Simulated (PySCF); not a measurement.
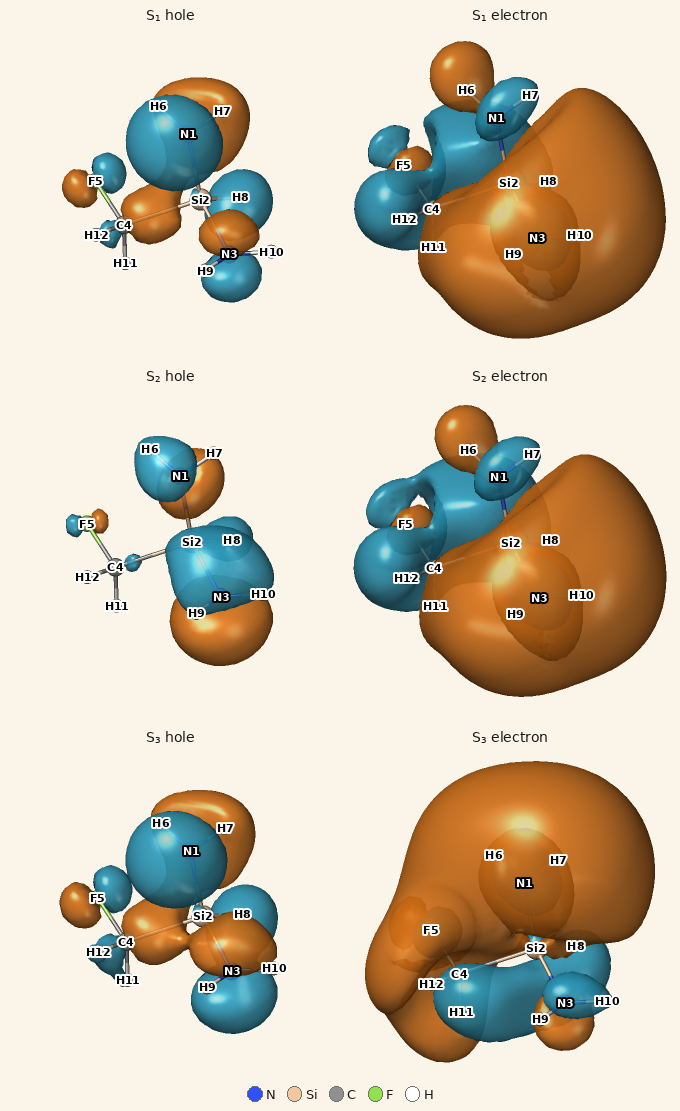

CH$_{7}$FN$_{2}$Si, SMILES `N[SiH](N)CF`. Leading natural transition orbitals (full linear response singlet states).

PySCF calculation, PBE/6-311G**, gas phase; geometry: GFN2-xTB. No frequency check shows the geometry to be a minimum. Without diffuse functions Rydberg states are missing, so the states' numbers hold for this basis only.

**Describe these excited states.**

By state:
- S₁: 5.81 eV (213 nm), f = 0.013, partly diffuse acceptor orbital, which a basis without diffuse functions describes poorly; the leading pair carries 99 %; hole on N1 (55 %), Si2 (12 %) and N3 (9 %), electron on Si2 (27 %), H10 (16 %) and N3 (14 %) (atom shares of so diffuse an orbital are rough); their centroids lie 1.4 Å apart.
- S₂: 6.24 eV (199 nm), f = 0.018, partly diffuse acceptor orbital, which a basis without diffuse functions describes poorly; the leading pair carries 99 %; hole on N3 (58 %), N1 (13 %) and Si2 (12 %), electron on Si2 (28 %), H10 (15 %) and N3 (13 %) (atom shares of so diffuse an orbital are rough); their centroids lie 0.5 Å apart.
- S₃: 6.34 eV (196 nm), f = 0.032, partly diffuse acceptor orbital, which a basis without diffuse functions describes poorly; the leading pair carries 97 %; hole on N1 (44 %), N3 (19 %) and Si2 (11 %), electron on H7 (21 %), Si2 (18 %) and N1 (16 %) (atom shares of so diffuse an orbital are rough); their centroids lie 0.7 Å apart.

Cost of the run: 2.2 min on 1 thread of Intel(R) Xeon(R) Platinum 8488C (Sapphire Rapids), on a shared host, peak memory 0.69 GiB.
